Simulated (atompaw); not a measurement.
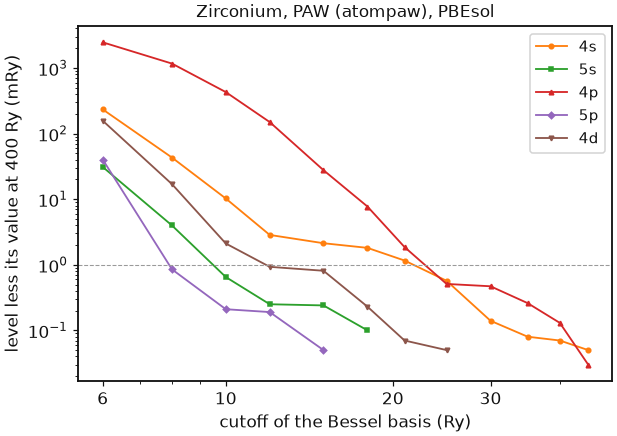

The pseudo-atom Hamiltonian at the reference potential is diagonalised in spherical Bessel functions (20 bohr box) up to the cutoff. Curves: distance of each valence level from its value at 400 Ry.

Input of atompaw 4.2.0.5:

```
Zr 40
GGA-PBESOL scalarrelativistic loggrid 1500 logderivrange -7 5 301
5 5 4 0 0 0
5 0 0.5
5 1 0
4 2 2
0 0 0
c
c
c
v
v
c
c
v
v
c
v
2
2.85 2.60 2.05 1.55
n
n
y
0.6
n
custom polynom vanderbiltortho gaussian
3 -0.5 troulliermartins
1.55
2.25
1.70
2.85
2.85
2.85
```

Run as:
```bash
atompaw < Zr.input > Zr.log
```

Functional and relativity: PBEsol, scalar-relativistic.

### At which cutoff does each level come within 1 mRy for good?

4s: 25 Ry; 5s: 10 Ry; 4p: 25 Ry; 5p: 8 Ry; 4d: 12 Ry.

### From which cutoff is the occupation-weighted sum of levels good to 10 mRy, and to 1 mRy?

25 Ry and 40 Ry, on the ladder of cutoffs that was run.
